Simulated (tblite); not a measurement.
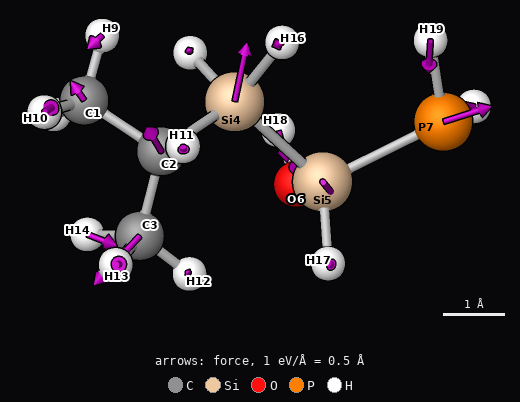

Starting geometry of C3H13OPSi2 with the computed forces as purple arrows. A ball-and-stick model, seen at a tilt.

Computed with tblite 0.8.0, GFN2-xTB geometry optimisation, gas phase. 

What follows when this structure is relaxed?

It isn't relaxed: the largest force vector, on a Si atom, is 2.93 eV/Å. The final displacements have little in common with the starting forces (cosine between the two patterns 0.26). An H atom moves most after the best rigid fit: 1.96 Å. By element the largest moves are H 1.96 Å, P 0.52 Å, O 0.51 Å, C 0.50 Å, Si 0.37 Å. Among the contacts that change: Si–Si 2.193 → 2.320 Å, O–Si 1.733 → 1.631 Å, H–P 1.472 → 1.379 Å, C–Si 1.833 → 1.914 Å. Bond angles that change, for instance: Si–P–H 111.5° → 95.6°, Si–O–H 109.8° → 122.6°, H–P–H 104.7° → 92.5°. Groups turn about O–Si by about 125°, P–Si by about 80°, C–Si by about 35°. Over 176 geometry steps the energy falls by 1.489 eV. The run took 5.8 s on 1 thread of Intel(R) Xeon(R) Processor @ 2.50GHz, on a shared host.
